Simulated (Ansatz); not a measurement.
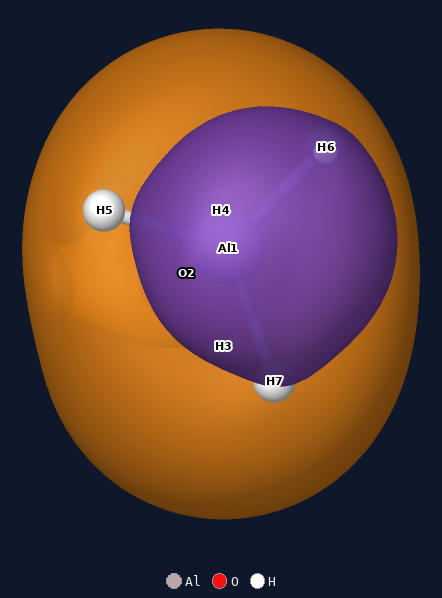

*AlH$_{5}$O (Al(H2O)H3). One frontier orbital at ±0.06 Å⁻³ᐟ² (orange and purple are the two phases), seen at an oblique angle.*

Geometry: PBE-D4/def2-TZVP; not at a stationary point (largest force 0.6 eV/Å).

The calculation used RKS PBE0-D4/def2-TZVP in Ansatz 0.2.0.

The calculation's input:

```
crystal:
  periodic: [false, false, false]
  atoms:
    - {symbol: Al, position_ang: [0.117647, -0.077610, -0.886246]}
    - {symbol: O, position_ang: [0.174979, 0.000118, 1.174634]}
    - {symbol: H, position_ang: [-0.532014, -0.576350, 1.518853]}
    - {symbol: H, position_ang: [-0.015119, 0.900851, 1.494928]}
    - {symbol: H, position_ang: [1.659872, -0.258490, -1.272715]}
    - {symbol: H, position_ang: [-0.551213, 1.373369, -1.097758]}
    - {symbol: H, position_ang: [-0.854154, -1.361888, -0.931696]}
basis:
  gaussian: {orbitals: def2-TZVP, initial_orbitals: start.molden}
hamiltonian: {xc: pbe0, dispersion: d4}
output: {forces: true, orbitals: {seedname: orbitals}}
```

Run with:

```sh
ansatz run in.yaml --threads 4 --pin off --events-out ev --progress --plain --max-ram 3916MiB
```

Which orbital is it: HOMO or LUMO?

The LUMO, at −0.77 eV. It lies mainly on Al1 (about 30 %), H4 (about 25 %), H3 (about 20 %) and O2 (about 15 %).
